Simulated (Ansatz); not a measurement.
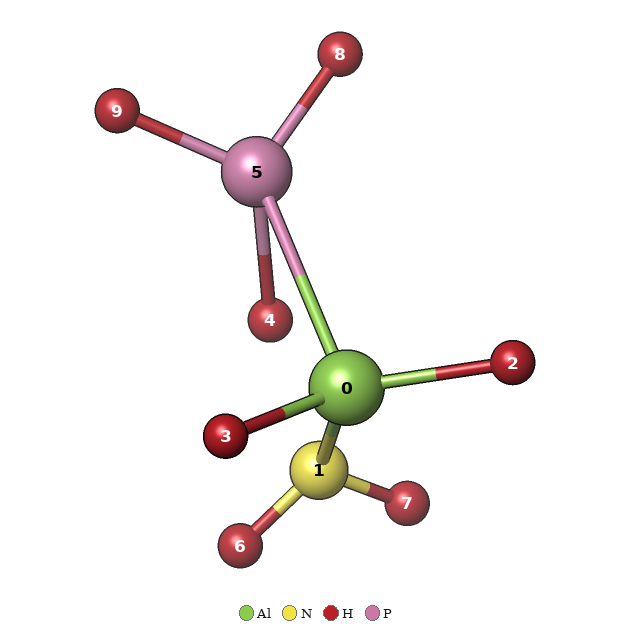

The structure as it stands in the input. Atoms are numbered from 0, in the order of the input.

The calculation was set up as follows.

```yaml
crystal:
  periodic: [false, false, false]
  atoms:
    - {symbol: Al, position_ang: [-0.559803, -0.060660, -1.091399]}
    - {symbol: N, position_ang: [0.510046, 1.291087, -0.270182]}
    - {symbol: H, position_ang: [0.212353, -0.840203, -2.240378]}
    - {symbol: H, position_ang: [-2.104426, 0.310580, -1.116964]}
    - {symbol: H, position_ang: [0.573831, 0.311901, 0.866229]}
    - {symbol: P, position_ang: [-0.056957, -1.164893, 1.075290]}
    - {symbol: H, position_ang: [0.071410, 2.167544, -0.013876]}
    - {symbol: H, position_ang: [1.416922, 1.502000, -0.669272]}
    - {symbol: H, position_ang: [0.867992, -2.201803, 1.293591]}
    - {symbol: H, position_ang: [-0.931268, -1.315454, 2.167060]}
basis:
  gaussian: {orbitals: def2-TZVP}
hamiltonian: {xc: hf}
relax: {f_tol: 0.03, max_steps: 60, escape_saddle: true}
```

Command:

```sh
ansatz run in.yaml --threads 2 --pin off --events-out ev --progress --plain --max-ram 4352MiB
```

Output:

```
Error: invalid value for `relax.escape_saddle`: a Gaussian basis doesn't support `true`; leave it out, and run phonons on the result
```

The program refused the input.
